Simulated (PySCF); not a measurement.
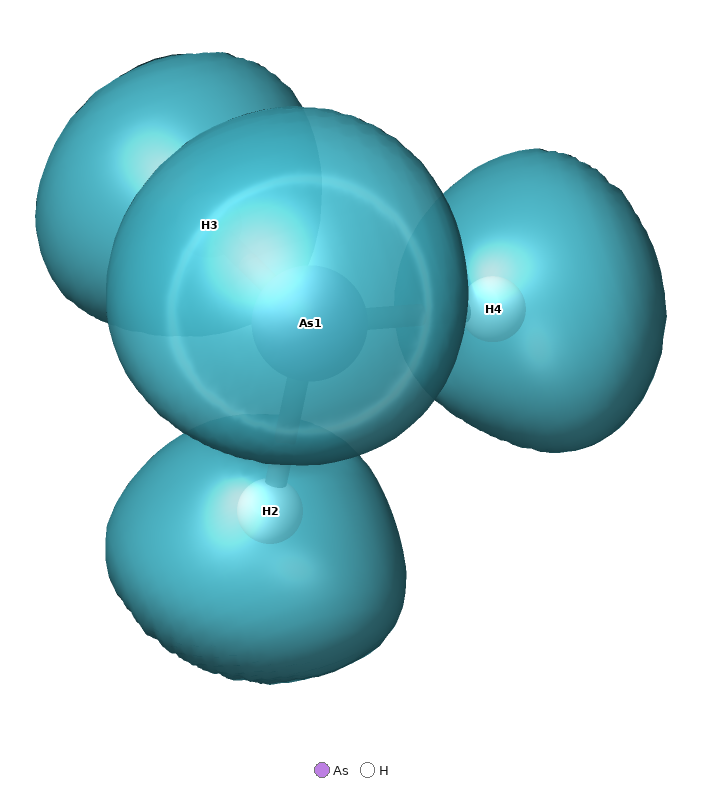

*AsH3 (SMILES [AsH3]). Isosurface of the ELF at 0.75 (cyan), seen at a tilt. Only the valence region is drawn (cores and ρ < 0.01 e/Å³ removed).*

Geometry: PBE0-D3(BJ)/def2-SVP.

Level of theory: PySCF, DFT single point, gas phase, functional wB97X.

```tsv
atom	x (Å)	y (Å)	z (Å)
As	0.0102	-0.0100	0.6254
H	-0.7556	-1.0075	-0.2373
H	-0.4953	1.1707	-0.1970
H	1.2615	-0.1436	-0.2362
```

**What do the ELF domains correspond to?**

At this value the surface marks out three regions around hydrogen nuclei and one lobe on As, pointing away from the bonds (lone pairs). Profiles from the grid: As–H (1.53 Å): the ELF climbs to about 1 towards the hydrogen, as it does in any bond to H.
